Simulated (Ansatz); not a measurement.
```yaml
atoms:
  - { symbol: S, position_ang: [-1.7270, -0.1036, -0.7298] }
  - { symbol: S, position_ang: [1.7029, 0.3481, 0.7321] }
  - { symbol: Sn, position_ang: [-0.2690, 1.6894, 0.1196] }
  - { symbol: H, position_ang: [-0.8879, -1.1433, -0.5324] }
  - { symbol: H, position_ang: [1.2309, -0.8641, 0.3693] }
```

Geometry: PBE0-D4/def2-SVP; core potentials replace the inner electrons of Sn.

These are results of isolated molecule in a Gaussian basis; Kohn-Sham density functional theory, functional PBE0 (Ansatz 0.2.0), not measurements.

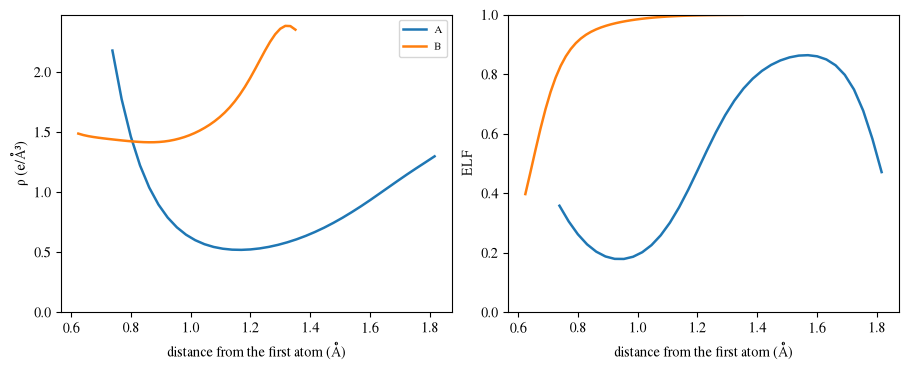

H2S2Sn (SMILES [SH][Sn][SH]). Electron density and electron localisation function along straight lines between neighbouring atoms. The curves leave out the atomic cores.

Question: Which curve belongs to which contact (Sn–S and S–H)? The first atom named is at distance zero.

Answer: Curve A: Sn–S (2.46 Å): ρ is about 0.53 e/Å³ halfway; the ELF peaks at about 0.85 in the valence shell of S, 0.9 Å from its nucleus, and drops to about 0.20 between the two atoms. Curve B: S–H (1.35 Å): the density is about 1.5 e/Å³ at the midpoint; the ELF climbs to about 1 towards the hydrogen, as it does in any bond to H.
